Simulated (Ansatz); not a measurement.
# TaBr3F: the cost of one run

Computed with Ansatz 0.2.0 (DFT PBE, scalar-relativistic, plane waves, PAW, unless a step's input says otherwise).

## 1. The structure to begin with

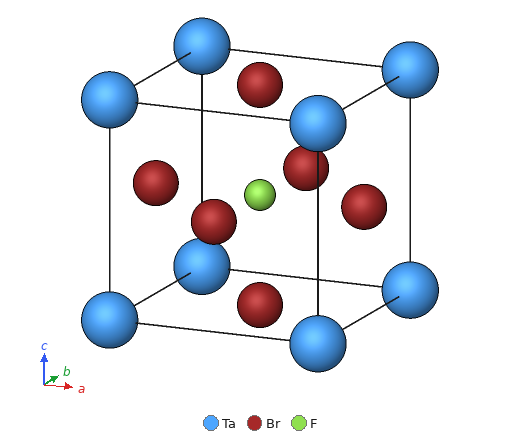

The starting structure, seen slightly off an axis (tantalum blue, bromine red, fluorine green). Atoms on the faces are drawn again on the opposite ones.

As a file:

```xyz
5
Lattice="5.2679 0.0000 0.0000 0.0000 5.2679 0.0000 0.0000 0.0000 5.2679" Properties=species:S:1:pos:R:3 pbc="T T T"
Ta    0.0000    0.0000    0.0000
Br    2.6340    0.0000    2.6340
Br    0.0000    2.6340    2.6340
Br    2.6340    2.6340    0.0000
F     2.6340    2.6340    2.6340
```

A structure generator made this guess: species swapped into a database cell of Ba3PbO (Pm-3m, No. 221), with Br on the Ba sites, Ta on the Pb sites and F on the O sites. The dimensions are guesses.

## 2. The guess as it stands, on a coarse mesh

input.yaml

```yaml
crystal:
  lattice:
    - [5.26790685, 0.0, 0.0]
    - [0.0, 5.26790685, 0.0]
    - [0.0, 0.0, 5.26790685]
  atoms:
    - { symbol: Ta, position: [0.0, 0.0, 0.0] }
    - { symbol: Br, position: [0.5, 0.0, 0.5] }
    - { symbol: Br, position: [0.0, 0.5, 0.5] }
    - { symbol: Br, position: [0.5, 0.5, 0.0] }
    - { symbol: F, position: [0.5, 0.5, 0.5] }
basis:
  ecutwfc: 420
kpoints:
  mp_grid: { grid: [4, 4, 4] }
hamiltonian:
  xc: pbe
scf:
  occupations: { method: gaussian, width: 0.1 }
  lower_state_search: "off"
output:
  forces: true
  stress: true
  eigenvalues: true
```

Command:

```bash
$ ansatz run input.yaml --threads 1 --pin off --max-ram 2048MiB --backend cpu --events-out ev --progress --plain --runs-dir out
```

Q: Estimate wall time and peak memory on 1 thread of Intel Xeon Platinum 8375C at 2.90GHz (Ice Lake), shared host.

About 2.6 s, with a peak of 0.43 GiB.
